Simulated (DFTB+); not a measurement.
**Geometry relaxation, with input and output: GeSi$_{2}$H$_{8}$S (part 3 of 4)**

The same run, continued: GeSi$_{2}$H$_{8}$S; GFN2-xTB, R-SCC, dispersion built in (DFTB+ 25.1). The geometry: force field.

Geometry of the input (Å):
```
Si -1.8453  0.5143  0.2681
Si -0.3785  -0.9571  0.8850
S  1.4614  0.0145  1.3107
Ge 2.0845  0.2706  -0.8270
H  -3.1876  -0.1136  0.0399
H  -2.0228  1.5988  1.3024
H  -1.4490  1.1956  -0.9980
H  -0.1599  -1.9451  -0.1772
H  -0.8559  -1.6059  2.1442
H  3.4418  0.8495  -0.9164
H  1.9580  -1.1159  -1.5147
H  1.0301  1.2392  -1.4831
```

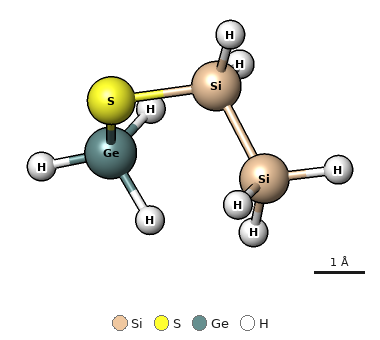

The input geometry (ball-and-stick view, seen at a tilt). Sticks mark near contacts.

### The program's output, continued
```
 iSCC Total electronic   Diff electronic      SCC error
    1   -0.12816643E+02    0.00000000E+00    0.41944831E-01
    2   -0.12816650E+02    0.12516024E-02    0.24975335E-01
    3   -0.12816672E+02   -0.63182409E-05    0.11551236E-01
    4   -0.12816684E+02   -0.22021837E-04    0.40749285E-02
    5   -0.12816679E+02   -0.12177285E-04    0.18472105E-02
    6   -0.12816681E+02    0.48864330E-05    0.11175460E-02
    7   -0.12816685E+02   -0.19184876E-05    0.45792325E-03
    8   -0.12816687E+02   -0.42532759E-05    0.36305044E-03
    9   -0.12816689E+02   -0.18962055E-05    0.24554915E-03
   10   -0.12816691E+02   -0.22294386E-05    0.46322413E-04
   11   -0.12816691E+02   -0.19678859E-05    0.26356599E-04
   12   -0.12816691E+02   -0.11816661E-06    0.70901900E-05

Total Energy:                      -12.7457692022 H         -346.8300 eV
Extrapolated to 0K:                -12.7457692022 H         -346.8300 eV
Total Mermin free energy:          -12.7457692022 H         -346.8300 eV
Force related energy:              -12.7457692022 H         -346.8300 eV

Maximal force component:             0.375233E-02
Averaged force norm:                 0.218295E-02

--------------------------------------------------------------------------------

***  Geometry step: 21

 iSCC Total electronic   Diff electronic      SCC error
    1   -0.12817138E+02    0.00000000E+00    0.14150020E-01
    2   -0.12817140E+02   -0.44672476E-03    0.83974827E-02
    3   -0.12817133E+02   -0.16180142E-05    0.39296908E-02
    4   -0.12817128E+02    0.71550835E-05    0.14170221E-02
    5   -0.12817129E+02    0.49063335E-05    0.61436531E-03
    6   -0.12817129E+02   -0.17921035E-05    0.38157753E-03
    7   -0.12817127E+02    0.53104355E-06    0.14828661E-03
    8   -0.12817127E+02    0.16004399E-05    0.12081944E-03
    9   -0.12817126E+02    0.52575082E-06    0.83923976E-04
   10   -0.12817125E+02    0.70426797E-06    0.17809720E-04
   11   -0.12817125E+02    0.66028379E-06    0.92551812E-05

Total Energy:                      -12.7457920069 H         -346.8306 eV
Extrapolated to 0K:                -12.7457920069 H         -346.8306 eV
Total Mermin free energy:          -12.7457920069 H         -346.8306 eV
Force related energy:              -12.7457920069 H         -346.8306 eV

Maximal force component:             0.161428E-02
Averaged force norm:                 0.136078E-02

--------------------------------------------------------------------------------

***  Geometry step: 22

 iSCC Total electronic   Diff electronic      SCC error
    1   -0.12818520E+02    0.00000000E+00    0.16031014E-01
    2   -0.12818545E+02   -0.13942821E-02    0.11022132E-01
    3   -0.12818594E+02   -0.25768579E-04    0.54148349E-02
    4   -0.12818641E+02   -0.49108881E-04    0.25661702E-02
    5   -0.12818634E+02   -0.46481703E-04    0.85460617E-03
    6   -0.12818630E+02    0.73319562E-05    0.66288715E-03
    7   -0.12818627E+02    0.36455791E-05    0.21090985E-03
    8   -0.12818627E+02    0.24948895E-05    0.14572313E-03
    9   -0.12818627E+02    0.38837518E-06    0.10152289E-03
   10   -0.12818628E+02    0.13357468E-06    0.35313733E-04
   11   -0.12818628E+02   -0.71692233E-06    0.95351814E-05

Total Energy:                      -12.7458768849 H         -346.8330 eV
Extrapolated to 0K:                -12.7458768849 H         -346.8330 eV
Total Mermin free energy:          -12.7458768849 H         -346.8330 eV
Force related energy:              -12.7458768849 H         -346.8330 eV

Maximal force component:             0.113056E-02
Averaged force norm:                 0.861680E-03

--------------------------------------------------------------------------------

***  Geometry step: 23

 iSCC Total electronic   Diff electronic      SCC error
    1   -0.12820728E+02    0.00000000E+00    0.26175405E-01
    2   -0.12820772E+02   -0.20998156E-02    0.18053856E-01
    3   -0.12820853E+02   -0.44613030E-04    0.87402312E-02
    4   -0.12820928E+02   -0.80820007E-04    0.41065706E-02
    5   -0.12820916E+02   -0.74626642E-04    0.13757250E-02
    6   -0.12820910E+02    0.11968009E-04    0.10684275E-02
    7   -0.12820906E+02    0.58011467E-05    0.33551552E-03
    8   -0.12820906E+02    0.37980701E-05    0.25604803E-03
    9   -0.12820906E+02    0.52895154E-06    0.16879090E-03
   10   -0.12820907E+02    0.18236721E-06    0.59406192E-04
   11   -0.12820907E+02   -0.11924309E-05    0.18254446E-04
   12   -0.12820907E+02   -0.56989103E-06    0.11511030E-04
   13   -0.12820907E+02   -0.62459453E-07    0.69682460E-05

Total Energy:                      -12.7457883376 H         -346.8305 eV
Extrapolated to 0K:                -12.7457883376 H         -346.8305 eV
Total Mermin free energy:          -12.7457883376 H         -346.8305 eV
Force related energy:              -12.7457883376 H         -346.8305 eV

Maximal force component:             0.416019E-02
Averaged force norm:                 0.255241E-02

--------------------------------------------------------------------------------

***  Geometry step: 24

 iSCC Total electronic   Diff electronic      SCC error
    1   -0.12819194E+02    0.00000000E+00    0.21353116E-01
    2   -0.12819167E+02    0.17138912E-02    0.14747146E-01
    3   -0.12819104E+02    0.26121252E-04    0.71562127E-02
    4   -0.12819042E+02    0.63224786E-04    0.34068808E-02
    5   -0.12819052E+02    0.62172962E-04    0.11418494E-02
    6   -0.12819057E+02   -0.10268108E-04    0.87810517E-03
    7   -0.12819061E+02   -0.50010727E-05    0.28129929E-03
    8   -0.12819061E+02   -0.33602168E-05    0.19829702E-03
    9   -0.12819061E+02   -0.48264660E-06    0.13659461E-03
   10   -0.12819060E+02   -0.14381697E-06    0.48389679E-04
   11   -0.12819060E+02    0.95171009E-06    0.16449203E-04
   12   -0.12819060E+02    0.43945113E-06    0.88643347E-05

Total Energy:                      -12.7458816133 H         -346.8331 eV
Extrapolated to 0K:                -12.7458816133 H         -346.8331 eV
Total Mermin free energy:          -12.7458816133 H         -346.8331 eV
Force related energy:              -12.7458816133 H         -346.8331 eV

Maximal force component:             0.143580E-02
Averaged force norm:                 0.104146E-02

--------------------------------------------------------------------------------

***  Geometry step: 25

 iSCC Total electronic   Diff electronic      SCC error
    1   -0.12819755E+02    0.00000000E+00    0.17943275E-01
    2   -0.12819751E+02   -0.69549186E-03    0.15008974E-01
    3   -0.12819730E+02    0.47122931E-05    0.64857372E-02
    4   -0.12819732E+02    0.20470709E-04    0.34392971E-02
    5   -0.12819740E+02   -0.18803408E-05    0.15146315E-02
    6   -0.12819739E+02   -0.78585271E-05    0.10868211E-02
    7   -0.12819736E+02    0.52779125E-06    0.32079947E-03
    8   -0.12819737E+02    0.31074755E-05    0.11300033E-03
    9   -0.12819737E+02   -0.10242689E-05    0.75901316E-04
   10   -0.12819737E+02    0.19793461E-06    0.59059748E-04
   11   -0.12819737E+02    0.83849709E-08    0.16431438E-04
   12   -0.12819737E+02   -0.31231411E-06    0.10014199E-04
   13   -0.12819737E+02   -0.87682224E-07    0.59116241E-05

Total Energy:                      -12.7458960140 H         -346.8335 eV
Extrapolated to 0K:                -12.7458960140 H         -346.8335 eV
Total Mermin free energy:          -12.7458960140 H         -346.8335 eV
Force related energy:              -12.7458960140 H         -346.8335 eV

Maximal force component:             0.302709E-02
Averaged force norm:                 0.200134E-02

--------------------------------------------------------------------------------

***  Geometry step: 26

 iSCC Total electronic   Diff electronic      SCC error
    1   -0.12819442E+02    0.00000000E+00    0.79206653E-02
    2   -0.12819446E+02    0.29576773E-03    0.66331804E-02
    3   -0.12819456E+02   -0.39653160E-05    0.28640632E-02
    4   -0.12819454E+02   -0.10053913E-04    0.14480463E-02
    5   -0.12819451E+02    0.14682129E-05    0.62608684E-03
    6   -0.12819452E+02    0.33500767E-05    0.42372727E-03
    7   -0.12819453E+02   -0.63935864E-06    0.14883617E-03
    8   -0.12819452E+02   -0.11832465E-05    0.50976533E-04
    9   -0.12819452E+02    0.43583612E-06    0.32505182E-04
   10   -0.12819452E+02   -0.84025460E-07    0.25794944E-04
   11   -0.12819452E+02    0.28253098E-08    0.72750197E-05

Total Energy:                      -12.7459213208 H         -346.8342 eV
Extrapolated to 0K:                -12.7459213208 H         -346.8342 eV
Total Mermin free energy:          -12.7459213208 H         -346.8342 eV
Force related energy:              -12.7459213208 H         -346.8342 eV

Maximal force component:             0.126997E-02
Averaged force norm:                 0.102202E-02

--------------------------------------------------------------------------------

***  Geometry step: 27

 iSCC Total electronic   Diff electronic      SCC error
    1   -0.12819347E+02    0.00000000E+00    0.83957433E-02
    2   -0.12819333E+02    0.10547221E-03    0.65075923E-02
    3   -0.12819303E+02    0.14076566E-04    0.22216979E-02
    4   -0.12819298E+02    0.30165381E-04    0.11220409E-02
    5   -0.12819302E+02    0.49845836E-05    0.48397943E-03
    6   -0.12819300E+02   -0.47262128E-05    0.25717351E-03
    7   -0.12819300E+02    0.18170753E-05    0.19211948E-03
    8   -0.12819300E+02    0.44916819E-06    0.15742261E-03
    9   -0.12819299E+02    0.23180753E-06    0.64891493E-04
   10   -0.12819299E+02    0.40746527E-06    0.37682631E-04
   11   -0.12819299E+02    0.23870994E-06    0.78452056E-05

Total Energy:                      -12.7459760543 H         -346.8357 eV
Extrapolated to 0K:                -12.7459760543 H         -346.8357 eV
Total Mermin free energy:          -12.7459760543 H         -346.8357 eV
Force related energy:              -12.7459760543 H         -346.8357 eV

Maximal force component:             0.121267E-02
Averaged force norm:                 0.891917E-03

--------------------------------------------------------------------------------

***  Geometry step: 28

 iSCC Total electronic   Diff electronic      SCC error
    1   -0.12819092E+02    0.00000000E+00    0.13520155E-01
    2   -0.12819069E+02    0.20669852E-03    0.10495674E-01
    3   -0.12819019E+02    0.22799638E-04    0.35496539E-02
    4   -0.12819011E+02    0.50731793E-04    0.18192182E-02
    5   -0.12819018E+02    0.79848921E-05    0.77663933E-03
    6   -0.12819015E+02   -0.75154752E-05    0.40833992E-03
    7   -0.12819015E+02    0.28688677E-05    0.31973155E-03
    8   -0.12819014E+02    0.68845968E-06    0.26023642E-03
    9   -0.12819014E+02    0.36277851E-06    0.11539472E-03
   10   -0.12819013E+02    0.62300970E-06    0.62223358E-04
   11   -0.12819013E+02    0.46616306E-06    0.13036291E-04
   12   -0.12819012E+02    0.49637580E-06    0.43633483E-05

Total Energy:                      -12.7460113708 H         -346.8366 eV
Extrapolated to 0K:                -12.7460113708 H         -346.8366 eV
Total Mermin free energy:          -12.7460113708 H         -346.8366 eV
Force related energy:              -12.7460113708 H         -346.8366 eV

Maximal force component:             0.232048E-02
Averaged force norm:                 0.161646E-02

--------------------------------------------------------------------------------

***  Geometry step: 29

 iSCC Total electronic   Diff electronic      SCC error
    1   -0.12818585E+02    0.00000000E+00    0.21686178E-01
    2   -0.12818548E+02    0.42795212E-03    0.16876698E-01
    3   -0.12818460E+02    0.36947448E-04    0.56353794E-02
    4   -0.12818448E+02    0.87138611E-04    0.29589553E-02
    5   -0.12818460E+02    0.12585880E-04    0.12409737E-02
    6   -0.12818455E+02   -0.11829940E-04    0.64024409E-03
    7   -0.12818454E+02    0.44440108E-05    0.54044686E-03
    8   -0.12818454E+02    0.10057328E-05    0.43418465E-03
    9   -0.12818453E+02    0.55928720E-06    0.19841983E-03
   10   -0.12818452E+02    0.10348308E-05    0.10194791E-03
   11   -0.12818451E+02    0.84115213E-06    0.21789465E-04
   12   -0.12818451E+02    0.83043462E-06    0.68918296E-05

Total Energy:                      -12.7459293882 H         -346.8344 eV
Extrapolated to 0K:                -12.7459293882 H         -346.8344 eV
Total Mermin free energy:          -12.7459293882 H         -346.8344 eV
Force related energy:              -12.7459293882 H         -346.8344 eV

Maximal force component:             0.504808E-02
Averaged force norm:                 0.337854E-02

--------------------------------------------------------------------------------

***  Geometry step: 30

 iSCC Total electronic   Diff electronic      SCC error
    1   -0.12818866E+02    0.00000000E+00    0.21182594E-01
    2   -0.12818906E+02   -0.41490497E-03    0.16484154E-01
    3   -0.12818990E+02   -0.39855789E-04    0.54616901E-02
    4   -0.12819002E+02   -0.84941316E-04    0.29094377E-02
    5   -0.12818991E+02   -0.11374673E-04    0.12339361E-02
    6   -0.12818996E+02    0.10860242E-04    0.63156125E-03
    7   -0.12818997E+02   -0.50323278E-05    0.52067022E-03
    8   -0.12818998E+02   -0.94497745E-06    0.42828123E-03
    9   -0.12818999E+02   -0.69943956E-06    0.18952587E-03
   10   -0.12818999E+02   -0.10221207E-05    0.97430607E-04
   11   -0.12819000E+02   -0.80271305E-06    0.21354161E-04
   12   -0.12819000E+02   -0.79103888E-06    0.70435128E-05

Total Energy:                      -12.7460113970 H         -346.8366 eV
Extrapolated to 0K:                -12.7460113970 H         -346.8366 eV
Total Mermin free energy:          -12.7460113970 H         -346.8366 eV
Force related energy:              -12.7460113970 H         -346.8366 eV

Maximal force component:             0.236571E-02
Averaged force norm:                 0.165479E-02

--------------------------------------------------------------------------------

***  Geometry step: 31

 iSCC Total electronic   Diff electronic      SCC error
    1   -0.12819506E+02    0.00000000E+00    0.24137950E-01
    2   -0.12819493E+02   -0.50594676E-03    0.21535384E-01
    3   -0.12819454E+02    0.13859106E-04    0.29696477E-02
    4   -0.12819454E+02    0.38309393E-04    0.19621645E-02
    5   -0.12819452E+02    0.38803203E-06    0.14648264E-02
    6   -0.12819450E+02    0.19451512E-05    0.12826989E-02
    7   -0.12819445E+02    0.20237100E-05    0.44844451E-03
    8   -0.12819444E+02    0.49183600E-05    0.32633418E-03
    9   -0.12819441E+02    0.12492009E-05    0.12168348E-03
   10   -0.12819440E+02    0.25264818E-05    0.75051445E-04
   11   -0.12819440E+02    0.73366874E-06    0.27615504E-04
   12   -0.12819440E+02    0.43359238E-06    0.39008083E-05

Total Energy:                      -12.7461330478 H         -346.8399 eV
Extrapolated to 0K:                -12.7461330478 H         -346.8399 eV
Total Mermin free energy:          -12.7461330478 H         -346.8399 eV
Force related energy:              -12.7461330478 H         -346.8399 eV

Maximal force component:             0.178843E-02
Averaged force norm:                 0.103976E-02

--------------------------------------------------------------------------------

***  Geometry step: 32
```
